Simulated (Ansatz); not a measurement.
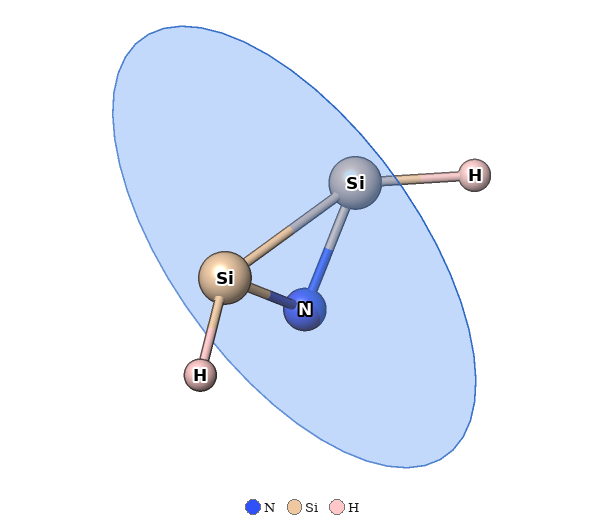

All proper rotation axes (lines) and mirror planes (discs) of the structure are drawn in. Atoms fade into the background with distance from the viewer. State: neutral, doublet. Computed geometry: PBE-D4/def2-SVP optimisation. No frequency run is at hand to confirm it as a minimum.

Name the symmetry elements and the point group.

Answer. It has 1 mirror plane. Point group Cs. The group has 2 operations. The geometry is achiral, and symmetry allows a dipole moment.
